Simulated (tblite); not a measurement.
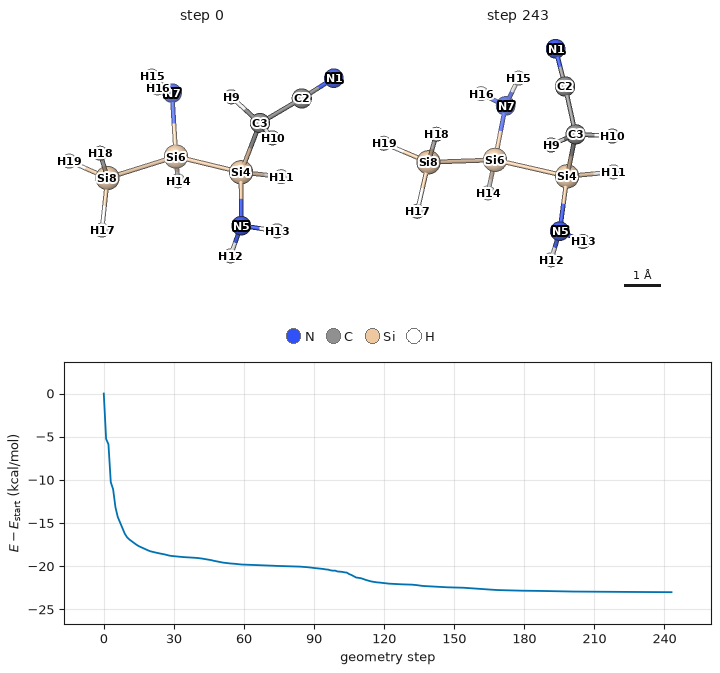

First and last geometry of a relaxation of C₂H₁₁N₃Si₃, with the history of the run. Style: ball-and-stick. Shown at a tilt.

All numbers below come from GFN2-xTB geometry optimisation, gas phase (tblite 0.8.0). 

Q: What do the curves and the structures tell?

A: It converged. The largest move after the best rigid fit is that of N1, 2.79 Å. Largest moves by element: N 2.79 Å, H 1.66 Å, C 1.54 Å, Si 0.54 Å. Near-neighbour distances that change, for instance: Si4–Si6 2.190 → 2.313 Å, Si6–Si8 2.228 → 2.333 Å, C3–Si4 1.861 → 1.937 Å, Si6–N7 1.796 → 1.730 Å. Bond angles that change, for instance: Si6–Si4–H11 106.6° → 121.4°, Si4–N5–H13 106.1° → 119.9°, Si6–N7–H16 108.1° → 118.9°. Groups turn about C3–Si4 by about 65°, Si6–N7 by about 35°, Si4–Si6 by about 30°. Over 243 geometry steps the energy falls by 23.0 kcal/mol. The run took 2.1 s on 1 thread of Arm Neoverse V2 (shared host).

```json
{"step": "0", "E − E(0), kcal/mol": "0.00"}
{"step": "1", "E − E(0), kcal/mol": "-5.26"}
{"step": "2", "E − E(0), kcal/mol": "-5.87"}
{"step": "3", "E − E(0), kcal/mol": "-10.26"}
{"step": "4", "E − E(0), kcal/mol": "-11.08"}
{"step": "5", "E − E(0), kcal/mol": "-13.17"}
{"step": "6", "E − E(0), kcal/mol": "-14.30"}
{"step": "7", "E − E(0), kcal/mol": "-14.95"}
{"step": "8", "E − E(0), kcal/mol": "-15.59"}
{"step": "9", "E − E(0), kcal/mol": "-16.23"}
{"step": "10", "E − E(0), kcal/mol": "-16.65"}
{"step": "22", "E − E(0), kcal/mol": "-18.40"}
{"step": "35", "E − E(0), kcal/mol": "-18.95"}
{"step": "47", "E − E(0), kcal/mol": "-19.36"}
{"step": "59", "E − E(0), kcal/mol": "-19.79"}
{"step": "71", "E − E(0), kcal/mol": "-19.91"}
{"step": "84", "E − E(0), kcal/mol": "-20.04"}
{"step": "96", "E − E(0), kcal/mol": "-20.38"}
{"step": "108", "E − E(0), kcal/mol": "-21.30"}
{"step": "120", "E − E(0), kcal/mol": "-21.94"}
{"step": "133", "E − E(0), kcal/mol": "-22.15"}
{"step": "145", "E − E(0), kcal/mol": "-22.41"}
{"step": "157", "E − E(0), kcal/mol": "-22.54"}
{"step": "169", "E − E(0), kcal/mol": "-22.75"}
{"step": "182", "E − E(0), kcal/mol": "-22.83"}
{"step": "194", "E − E(0), kcal/mol": "-22.90"}
{"step": "206", "E − E(0), kcal/mol": "-22.93"}
{"step": "218", "E − E(0), kcal/mol": "-22.96"}
{"step": "231", "E − E(0), kcal/mol": "-22.98"}
{"step": "243", "E − E(0), kcal/mol": "-23.00"}
```
